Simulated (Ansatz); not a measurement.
**FH$_{6}$NPSn (charge +1): density, localisation and related maps**

```
atom    x (Å)    y (Å)    z (Å)
   F  -1.9218   0.6063  -0.2251
   N   0.3864  -1.0875  -0.1748
   P   0.1243   1.5255  -3.0884
  Sn  -0.1025   1.0677  -0.6611
   H  -0.5229  -1.4904   0.0855
   H   1.0148  -1.2131   0.6253
   H   0.7592  -1.6479  -0.9469
   H   0.5982   1.8393   0.6798
   H   1.5131   1.1816  -3.0445
   H  -0.3021   0.1940  -3.3891
```

Geometry: PBE0-D3(BJ)/def2-SVP; core potentials replace the inner electrons of Sn.

Level of theory: Ansatz, isolated molecule in a Gaussian basis; Kohn-Sham density functional theory, functional PBE0.

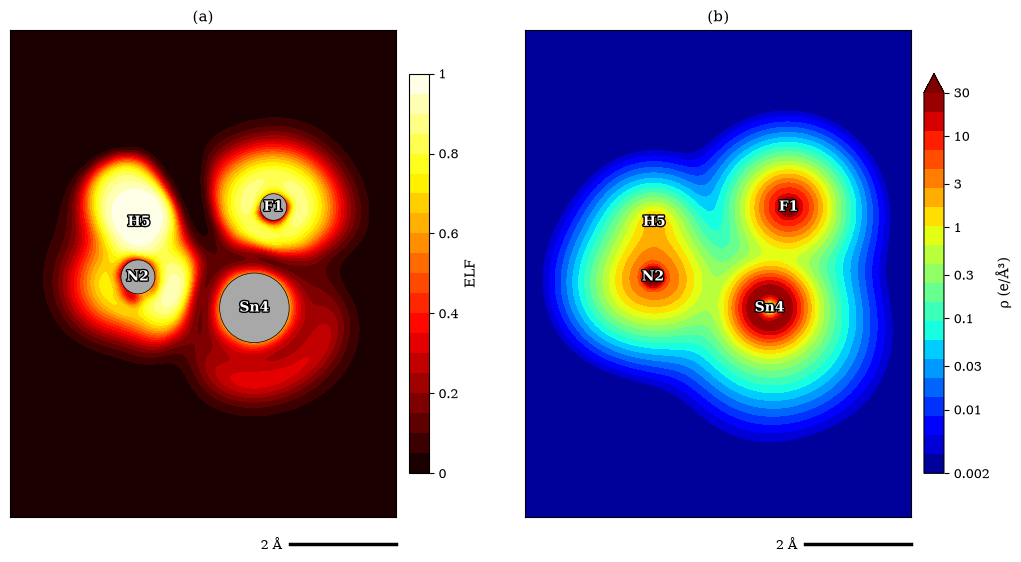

Figure 1. (a) electron localisation function; (b) electron density on the plane of atoms Sn4, N2 and H5. Grey discs cover the atomic cores in the ELF map.

**Describe what can be read from this map.**

- The plane passes through F, N, Sn and H nuclei.
- Sn–F (1.93 Å): ρ is about 0.84 e/Å³ halfway; the ELF peaks at about 0.85 in the valence shell of F, 0.5 Å from its nucleus, and drops to about 0.15 between the two atoms.
- Sn–N (2.26 Å): ρ at the midpoint is about 0.48 e/Å³; the ELF peaks at about 0.95 in the valence shell of N, 0.7 Å from its nucleus, and drops to about 0.15 between the two atoms.
- N–H (1.03 Å): ρ at the midpoint is about 2.9 e/Å³; the ELF climbs to about 1 towards the hydrogen, as it does in any bond to H: an ordinary covalent bond to hydrogen.
- The ELF also peaks beside F1, away from the bonds: lone-pair regions.

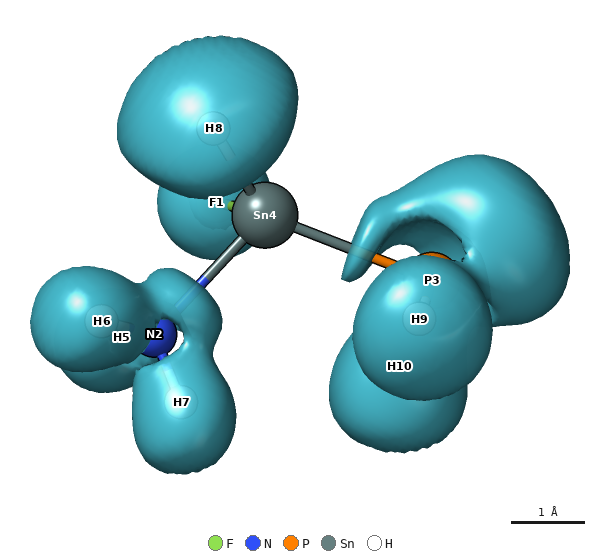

Figure 2. Isosurface of the electron localisation function at 0.75 (cyan), seen across its widest extent. Core shells and regions of very low density are left out.

**Where are the electrons localised?**

The ELF exceeds this value in one region around a hydrogen nucleus, one region wrapped around F (its valence shell), one joined region spread over several atoms (H, N), in which their bonds and any lone pairs are merged and one joined region spread over several atoms (H, P), in which their bonds and any lone pairs are merged.

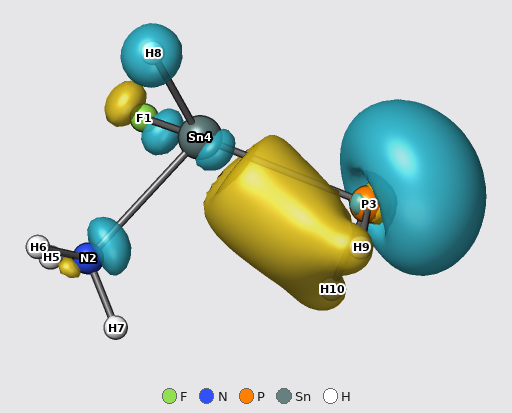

Figure 3. The HOMO at ±0.15 Å⁻³ᐟ² (yellow and cyan are the two phases), seen across its widest extent.

**Describe this orbital and give its energy.**

Its weight (Hirshfeld) is mainly on P3 (about 65 %) and Sn4 (about 15 %). Its energy is −12.84 eV.
